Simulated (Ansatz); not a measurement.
C₃H₁₂ClGeN₃

| atom | x (Å) | y (Å) | z (Å) |
| --- | --- | --- | --- |
| Ge | -0.0004 | 0.0079 | -0.0383 |
| Cl | 0.0110 | -0.0396 | 2.1615 |
| N | 1.7093 | 0.0471 | -0.6246 |
| C | 2.7844 | 0.6667 | 0.1167 |
| H | 1.9770 | -0.8027 | -1.1118 |
| H | 3.6278 | 0.9086 | -0.5519 |
| H | 2.4427 | 1.6180 | 0.5541 |
| H | 3.1751 | 0.0544 | 0.9521 |
| N | -0.8821 | 1.4905 | -0.5810 |
| C | -1.9910 | 2.0561 | 0.1538 |
| H | -0.2673 | 2.1818 | -0.9991 |
| H | -2.5905 | 2.7153 | -0.4959 |
| H | -2.6631 | 1.2549 | 0.4987 |
| H | -1.6982 | 2.6344 | 1.0507 |
| N | -0.8366 | -1.4707 | -0.6582 |
| C | -0.7904 | -2.7423 | 0.0276 |
| H | -1.7330 | -1.2646 | -1.0881 |
| H | -1.0537 | -3.5633 | -0.6600 |
| H | 0.2324 | -2.9423 | 0.3830 |
| H | -1.4536 | -2.8100 | 0.9109 |

Geometry: PBE0-D4/def2-SVP.

Computed with RKS PBE0-D4/def2-TZVP in Ansatz 0.2.0.

Question: What can the converged electron density and electron localisation function tell about the bonding?

Answer: Ge–N (1.81 Å): ρ is about 1 e/Å³ halfway; the ELF peaks at about 0.90 in the valence shell of N, 0.7 Å from its nucleus, and is about 0.45 at the midpoint.
N–H (1.02 Å): the density is about 2.8 e/Å³ at the midpoint; the ELF climbs to about 1 towards the hydrogen, as it does in any bond to H (an ordinary covalent bond to hydrogen).

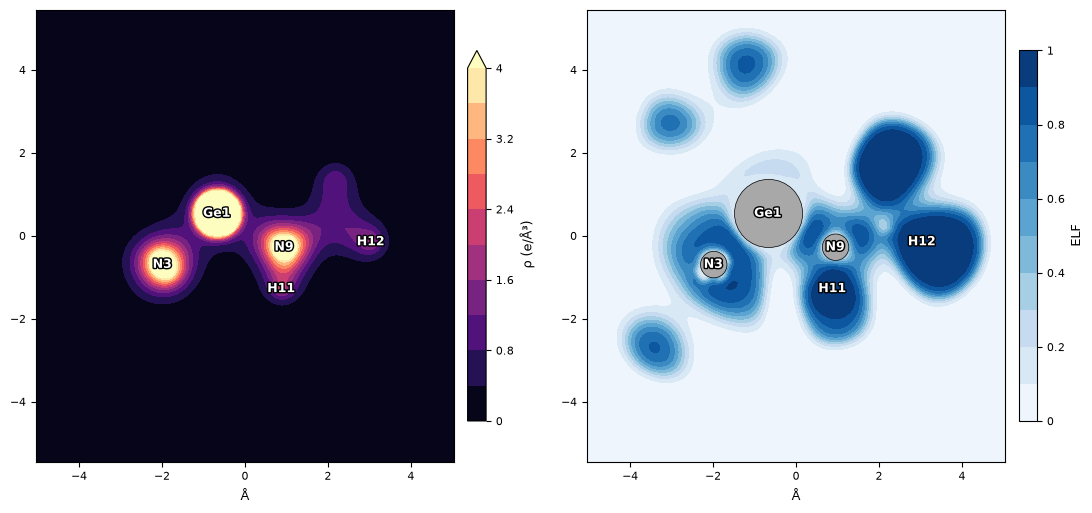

Computed electron density and electron localisation function on the plane of atoms N3, Ge1 and N9, in this order. Grey discs cover the atomic cores in the ELF map. 
